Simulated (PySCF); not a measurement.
Diphenylamine, C12H11N, SMILES c1ccc(Nc2ccccc2)cc1, singlet at its GFN2-xTB optimised geometry (Å):

```
24

C      0.4638     3.8245    -1.4380
C      1.4469     3.6452    -0.4787
C      1.7431     2.3806    -0.0119
C      1.0555     1.2643    -0.4940
C      0.0902     1.4491    -1.4847
C     -0.2023     2.7197    -1.9415
N      1.4032     0.0139    -0.0146
C      0.6572    -1.1514     0.0000
C     -0.7383    -1.1514     0.0000
C     -1.4331    -2.3449     0.0370
C     -0.7611    -3.5546     0.0894
C      0.6236    -3.5608     0.1240
C      1.3274    -2.3742     0.0824
H      0.2284     4.8143    -1.7984
H      1.9858     4.4970    -0.0897
H      2.5134     2.2445     0.7350
H     -0.4079     0.5941    -1.9145
H     -0.9525     2.8459    -2.7087
H      2.3317    -0.0594     0.3747
H     -1.2746    -0.2153     0.0000
H     -2.5134    -2.3279     0.0360
H     -1.3108    -4.4831     0.1158
H      1.1597    -4.4970     0.1818
H      2.4085    -2.3831     0.1124
```

Level of theory: PBE0/def2-SVP (PySCF). Cells within 0.4 Å of a nucleus heavier than hydrogen are left out (blank, or x).

Map of the deformation density (molecule minus spherical neutral atoms) (e/bohr³) on the plane z = 0.0 Å:

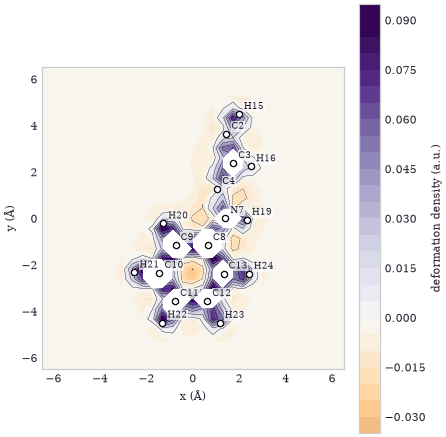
*Deformation density (molecule minus spherical neutral atoms) (e/bohr³) on the plane z = 0.0 Å.*
